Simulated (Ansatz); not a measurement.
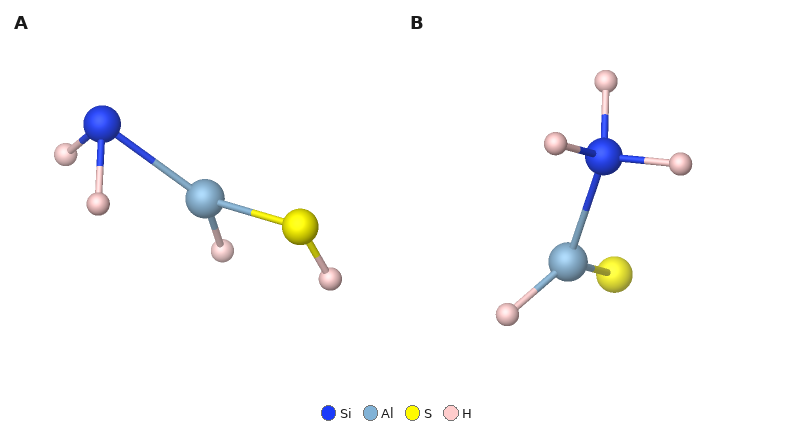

2 stationary structures of one formula. Charge −1, singlet. Geometries: PBE0-D4/def2-TZVPD. Electronic energies: RHF-CCSD(T) (frozen core)/def2-TZVPPD (Ansatz 0.2.0), without zero-point energy. No frequency run is at hand to confirm each as a minimum. Each is one conformer, not always the lowest.

Which is lowest in energy, and by how much?

Answer. B is lowest; A lies 1.049 eV above it (C1).
